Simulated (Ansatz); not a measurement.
C2H5Ge (SMILES C=[CH][GeH2]) (doublet)

The calculation's input:

```
crystal:
  periodic: [false, false, false]
  atoms:
    - {symbol: C, position_ang: [-0.023572, 0.082772, 0.481829]}
    - {symbol: C, position_ang: [0.654390, -1.003803, 0.056639]}
    - {symbol: Ge, position_ang: [2.506248, -1.326478, 0.422961]}
    - {symbol: H, position_ang: [0.438678, 0.841281, 1.124821]}
    - {symbol: H, position_ang: [-1.072543, 0.250377, 0.210159]}
    - {symbol: H, position_ang: [0.142610, -1.719098, -0.601656]}
    - {symbol: H, position_ang: [2.847088, -2.824421, 0.509678]}
    - {symbol: H, position_ang: [2.990453, -0.540508, 1.655356]}
basis:
  gaussian:
    orbitals: def2-TZVPD
hamiltonian:
  xc: {name: PBE0}
magnetization:
  spin_polarized: true
  initial_magnetization: 1
output: {forces: true, orbitals: {seedname: orbitals}}
```

Command:

```sh
ansatz run input.yaml --threads 2 --pin off --max-ram 4350MiB --events-out events.jsonl --progress --plain --runs-dir runs
```

Geometry: r2SCAN-D4/def2-SVP.

All numbers below come from isolated molecule in a Gaussian basis; Kohn-Sham density functional theory, functional PBE0 (Ansatz).

**What will maps of the electron density, electron localisation function and spin density show?**

C–C (1.35 Å): ρ at the midpoint is about 2.3 e/Å³; the ELF peaks at about 0.95 between the atoms: localised, covalent bonding.
C–Ge (1.92 Å): the density is about 0.92 e/Å³ at the midpoint; the ELF peaks at about 0.90 in the valence shell of C, 0.7 Å from its nucleus, and is about 0.65 at the midpoint.
C–H (1.10 Å): ρ at the midpoint is about 2 e/Å³; the ELF climbs to about 1 towards the hydrogen, as it does in any bond to H; an ordinary covalent bond to hydrogen.
The unpaired spin (1 electron) lies mostly on Ge3 (about 0.8) and C1 (about 0.2), in electrons by Hirshfeld's partition.

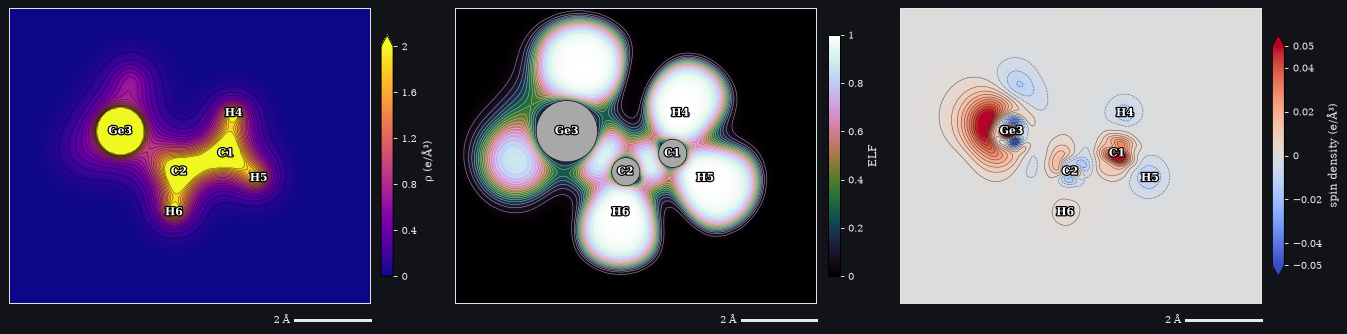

Computed electron density, electron localisation function and spin density on the plane of atoms Ge3, C2 and H6, in this order. Grey discs cover the atomic cores in the ELF map. 
